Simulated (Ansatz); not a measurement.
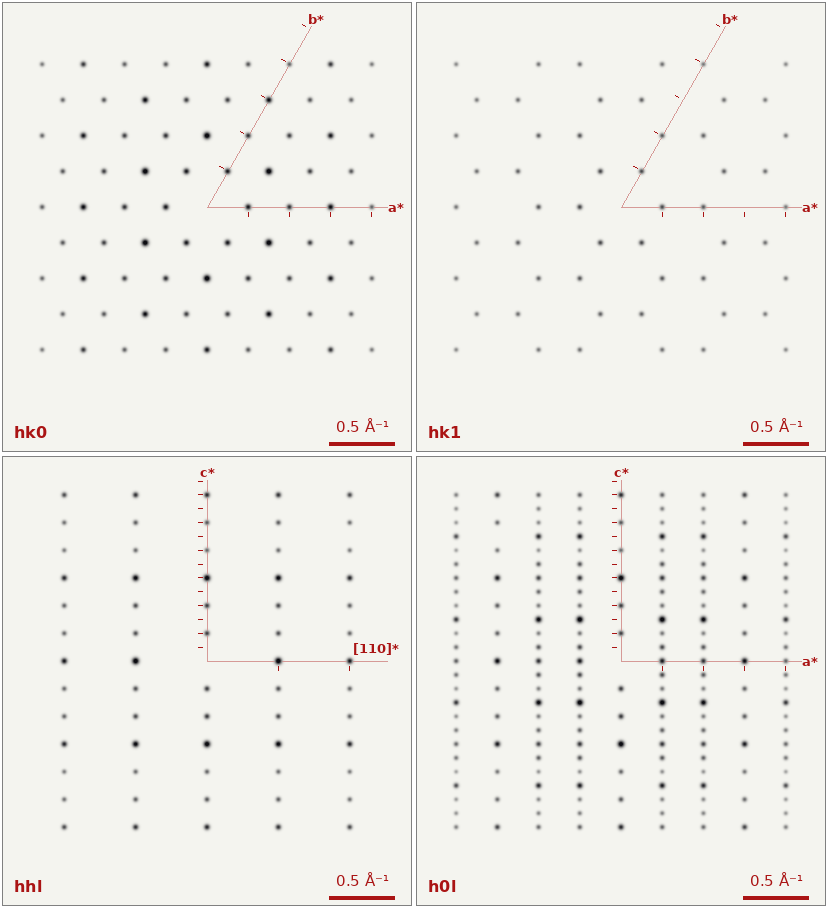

Four undistorted layers of reciprocal space, calculated for a single crystal (X-rays, kinematic |F|², B = 0.5 Å²). Tick marks count the reciprocal lattice steps of the conventional cell along each axis.

The compound is Ga2Re. Structure: the end point of a relaxation (final pressure about -5.4 GPa) with DFT, PAW plane waves, pbe, spin-orbit in Ansatz; the starting structure was generated, so it need not be a known form of this composition.

Q: Read the reciprocal cell and give the direct cell.

A: a* = 0.322, b* = 0.322, c* = 0.108 Å⁻¹, γ* = 60°; the cell is hexagonal with a = 3.59 Å, c = 9.26 Å (hexagonal axes).

Q: List the systematic absences.

A: Reflections are present only under these conditions. hkl: no condition; hk0: no condition; h0l: no condition; hhl: l = 2n; 00l: l = 2n. The lattice is primitive (P). Further gaps, such as 0 3 1, 3 0 1, 3 0 3, come from atoms on special positions, not from the group's general conditions.

Q: Which space groups fit?

A: The intensities have Laue symmetry 6/mmm (the hk0 layer shows 6mm, hk1 shows 6mm). With these conditions the candidates are P6_3mc (No. 186), P-62c (No. 190), P6_3/mmc (No. 194). Diffraction geometry alone does not choose among them; the structure has P6_3/mmc.
